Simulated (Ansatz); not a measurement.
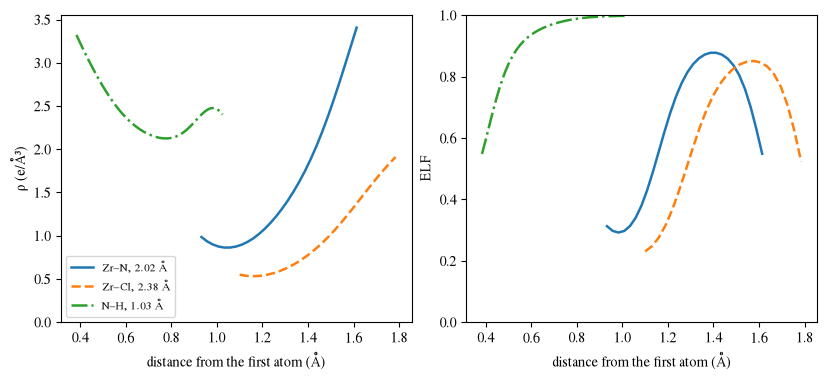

Figure. Cl2H4N2Zr. Electron density and ELF along straight lines between neighbouring atoms. The curves leave out the atomic cores.

Core potentials replace the inner electrons of Zr.

Level of theory: RKS PBE-D4/def2-SVP (Ansatz 0.2.0).

```tsv
atom	x (Å)	y (Å)	z (Å)
Zr	-0.0337	0.0194	-0.0265
Cl	-0.0430	0.0773	2.3521
N	1.8847	-0.0685	-0.6580
H	2.3514	-0.8090	-1.1923
H	2.5665	0.6813	-0.4803
Cl	-1.0385	1.9267	-1.0329
N	-0.8809	-1.6875	-0.6873
H	-0.9808	-2.5517	-0.1395
H	-1.3834	-1.8076	-1.5760
```

### What can be read from the curves?

Zr–N (2.02 Å): ρ at the midpoint is about 0.87 e/Å³; the ELF peaks at about 0.90 in the valence shell of N, 0.6 Å from its nucleus, and drops to about 0.30 between the two atoms.
Zr–Cl (2.38 Å): the density is about 0.54 e/Å³ at the midpoint; the ELF peaks at about 0.85 in the valence shell of Cl, 0.8 Å from its nucleus, and is about 0.30 at the midpoint.
N–H (1.03 Å): ρ at the midpoint is about 2.7 e/Å³; the ELF climbs to about 1 towards the hydrogen, as it does in any bond to H (a covalent bond by its length).
